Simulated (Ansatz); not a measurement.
Input file:

```
crystal:
  periodic: [false, false, false]
  atoms:
    - {symbol: B, position_ang: [0.202332, -1.062494, 0.268104]}
    - {symbol: N, position_ang: [-0.119006, 0.293503, 0.047174]}
    - {symbol: P, position_ang: [-1.321159, -0.666208, -0.643024]}
    - {symbol: H, position_ang: [1.037772, -1.747951, 0.778315]}
basis:
  gaussian: {orbitals: def2-TZVPD}
hamiltonian: {xc: pbe0}
output: {forces: true, orbitals: {seedname: orbitals}}
```

Run with:

```sh
ansatz run input.yaml --threads 1 --pin off --max-ram 2610MiB --events-out events.jsonl --progress --plain --runs-dir runs
```

Geometry: r2SCAN-D4/def2-SVP.

These are results of Ansatz, isolated molecule in a Gaussian basis; Kohn-Sham density functional theory, functional PBE0, not measurements.

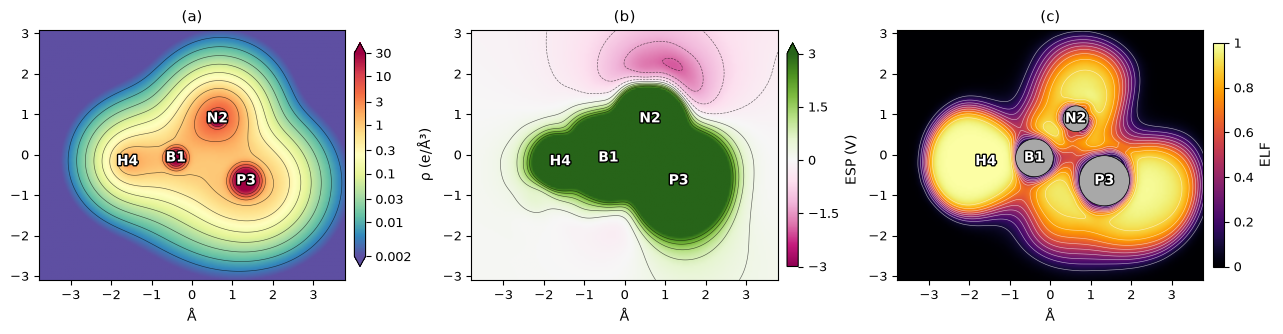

BHNP. (a) electron density; (b) electrostatic potential; (c) electron localisation function on the molecular plane. Grey discs cover the atomic cores in the ELF map.

What does the map show?

The plane passes through B, N, P and H nuclei.
B–N (1.41 Å): ρ is about 2 e/Å³ halfway; the ELF peaks at about 0.90 between the atoms; a short, strongly polar bond.
P–N (1.69 Å): ρ at the midpoint is about 1.3 e/Å³; the ELF peaks at about 0.80 between the atoms (a polar covalent bond).
B–P (1.82 Å): ρ at the midpoint is about 1 e/Å³; the ELF peaks at about 0.70 between the atoms.
B–H (1.20 Å): ρ at the midpoint is about 1.3 e/Å³; the ELF climbs to about 1 towards the hydrogen, as it does in any bond to H: an ordinary covalent bond to hydrogen.
The ELF also peaks beside P3 and N2, away from the bonds: lone-pair regions.
Outside the dense part of the molecule the potential is most negative (−2.0 V) near N2.
